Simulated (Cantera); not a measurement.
A closed system holds: 1 mol Si, 0.57 mol HCl, 3.2 mol H2, at 101000 Pa.

Cantera equilibrium calculation (NASA polynomials, part measured and part estimated; ideal gas, pure solids and liquids). Candidate condensed phases: Si; 19 gas species. The tables' values for SiCl3 are old estimates; treat these amounts as uncertain. Rates play no part.

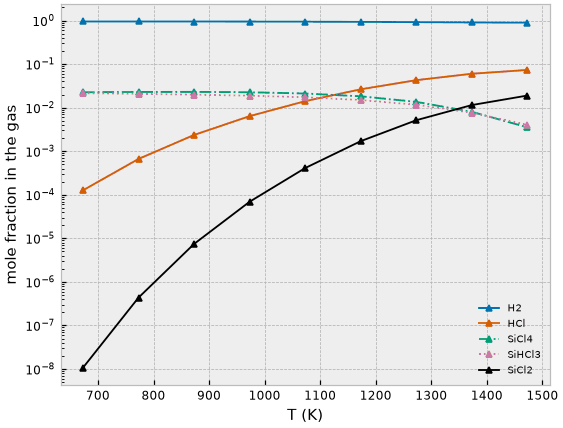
Figure. Equilibrium gas composition (values under 1e-9 drawn at 1e-9)

From 673 K to 1473 K the condensed part is Si(s). The main Si-bearing gas is SiCl4 at 673 K and SiCl2 at 1473 K. The share of Si in condensed phases is highest at 1473 K (88.1 %) and lowest at 673 K (83.6 %).
